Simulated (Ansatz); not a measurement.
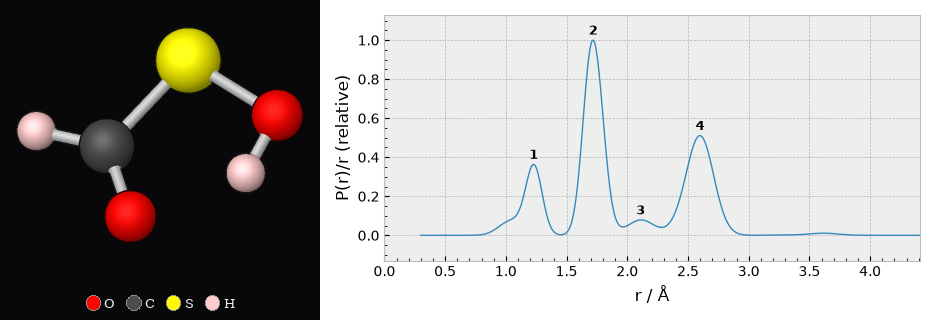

Simulated gas electron diffraction: radial distribution curve of CH2O2S. Each pair of atoms contributes with weight ZᵢZⱼ/r; damping constant 0.001 Å²; vibrational amplitudes assumed, not computed: 0.05 Å for bonds, 0.078 Å for bonds to H, 0.06 + 0.015 r up to 0.15 Å for other pairs. The geometry is the end point of an optimisation (Ansatz 0.2.0, RKS PBE/cc-pVDZ); it may be a saddle point or a higher isomer.

Q: Which pairs of atoms lie under the numbered peaks? Mark bonded pairs by – and others by ···.

A: Peak 1, 1.23 Å: C–H 1.12 Å, O–C 1.23 Å, not resolved; in its flanks O–H 1.01 Å
Peak 2, 1.72 Å: S–O 1.69 Å, S–C 1.76 Å, not resolved
Peak 3, 2.11 Å: O···H 2.08 Å, S···H 2.11 Å, C···H 2.18 Å, not resolved
Peak 4, 2.60 Å: O···C 2.57 Å, S···O 2.60 Å, O···O 2.62 Å, not resolved
